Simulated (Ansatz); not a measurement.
Take SiO2 in the rutile structure (space group P4_2/mnm, No. 136; a = 4.195 Å, c = 2.678 Å) as the base. Axes: x, y, z lie along a, b, c of the conventional cell.

Structures relaxed with PBEsol in Ansatz (plane waves to 420 eV, PAW, no spin-orbit coupling).

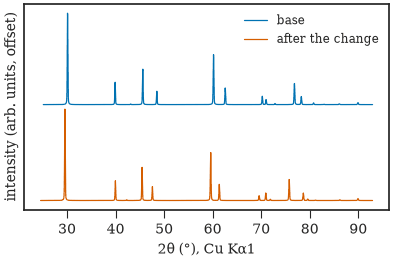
Fig. 1. Simulated powder patterns before (top) and after one change

### Question
Name the change that was made.
A) biaxial strain +3.00 %, plane normal [001], relaxed out of plane
B) biaxial strain +0.60 %, plane normal [001], relaxed out of plane
C) biaxial strain +1.20 %, plane normal [001], relaxed out of plane
D) biaxial strain +1.80 %, plane normal [001], relaxed out of plane

### Answer
D, biaxial strain +1.80 %, plane normal [001], relaxed out of plane. Its volume per atom is 8.07 Å³ against 7.85 Å³, and its space group is P4_2/mnm (No. 136).

Stability against distortions was not tested.

Ansatz is a first-principles code.
